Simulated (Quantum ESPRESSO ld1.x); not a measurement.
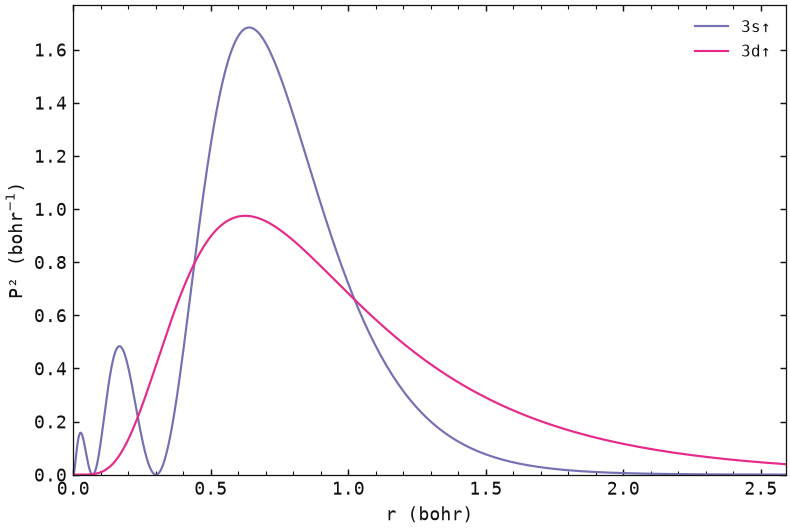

System: atomic nickel (Ni), configuration [Ar] 3d8 4s2 (high spin). All numbers are computed, not measured: scalar-relativistic Kohn-Sham, LDA (Slater exchange, VWN5 correlation), spin-polarised, spherical densities, point nucleus (Quantum ESPRESSO ld1.x 7.5).

```
 &input
    atom='Ni',
    iswitch=1,
    rel=1,
    lsd=1,
    dft='SLA-VWN',
    config='[Ar] 3d8 4s2',
    prefix='ld1',
    max_out_wfc=37,
    file_charge='ld1.rho',
 /
```

The plot shows the radial probability densities P² of 3s up and 3d up.

Question: What does the plot show?

Answer: 3s up: outer maximum at 0.641 bohr, ⟨r⟩ = 0.741 bohr, 2 nodes, eigenvalue −111.5 eV; 3d up: outer maximum at 0.626 bohr, ⟨r⟩ = 0.996 bohr, 0 nodes, eigenvalue −10.0 eV.
